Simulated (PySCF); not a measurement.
C5H14O3Si (SMILES CC[Si](OC)(OC)OC)

Input file:

```
{"job": {"kind": "nmr", "xc": "PBE0", "basis": "pcSseg-1"}, "charge": 0, "multiplicity": 1}
Si     0.007501    -0.009583    -0.076992
C     -0.029605    -0.241592     1.766044
C      0.318313     1.028650     2.539665
H      0.666559    -1.058039     2.026916
H     -1.035042    -0.607824     2.039425
H      0.276663     0.871748     3.628747
H      1.331020     1.376345     2.285977
H     -0.376271     1.846532     2.292384
O      1.525759     0.513373    -0.458279
C      1.907372     1.005536    -1.715086
H      1.900931     0.212247    -2.483756
H      2.930609     1.404675    -1.643333
H      1.237986     1.814637    -2.053148
O     -1.049540     1.133811    -0.627342
C     -2.416073     0.953320    -0.868887
H     -2.618181     0.001332    -1.388786
H     -2.779164     1.778882    -1.500622
H     -3.000763     0.965201     0.069276
O     -0.401785    -1.396217    -0.895634
C      0.235626    -2.633698    -0.760944
H      1.331912    -2.552517    -0.874042
H     -0.135631    -3.314828    -1.542341
H      0.029072    -3.102350     0.219010
```

Command:

```sh
OMP_NUM_THREADS=2 python probes_run.py task.json out
```

Geometry: PBE0-D3(BJ)/def2-SVP.

All numbers below come from PySCF, PBE0/pcSseg-1, SCF density, gas phase, non-relativistic.

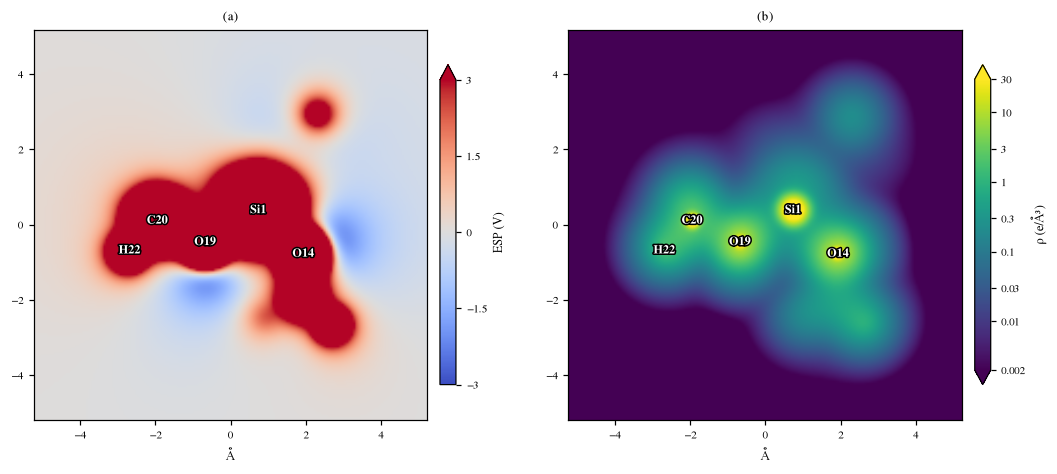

Figure 1. (a) molecular electrostatic potential; (b) electron density on the plane of atoms Si1, O19 and C20.

### Read the bonding off the picture.

The plane passes through Si, O, C and H nuclei. C–O (1.40 Å): the density is about 2.1 e/Å³ at the midpoint, with its minimum of 1.8 e/Å³ about 0.5 Å from C. Si–O (1.65 Å): the density is about 1.1 e/Å³ at the midpoint. C–H (1.10 Å): ρ at the midpoint is about 2 e/Å³. Outside the dense part of the molecule the potential is most negative (−1.9 V) near O14.

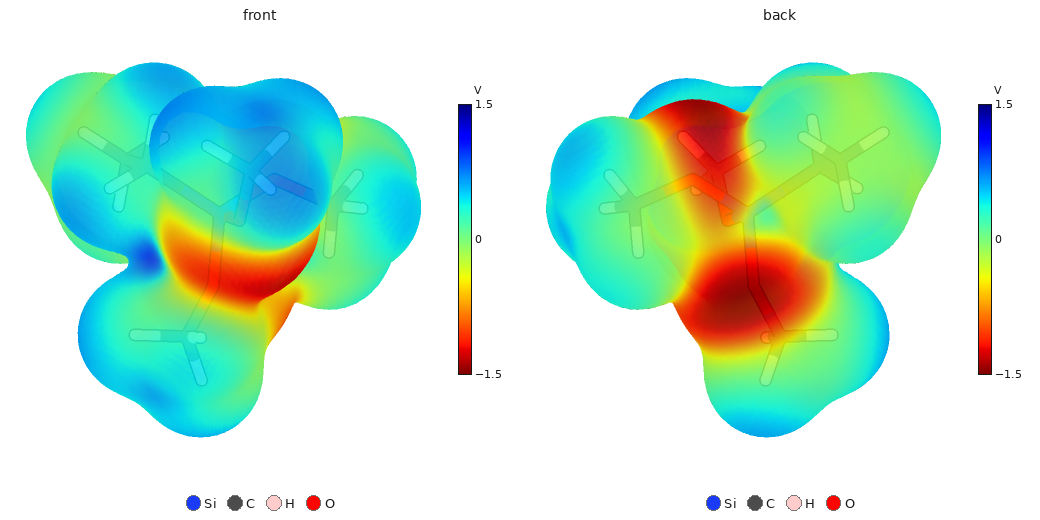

Figure 2. The electrostatic potential painted on the density surface at 0.002 e/bohr³, seen from the front and from behind; the colour scale runs from red (negative) to blue (positive).

### Where is the surface potential most negative and most positive?

The most negative region (about −1.4 V) lies over O9 and O14, the most positive (about +0.8 V) over Si1 and C20.

### How polar is the molecule by this calculation?

Its dipole moment is 1.24 D.
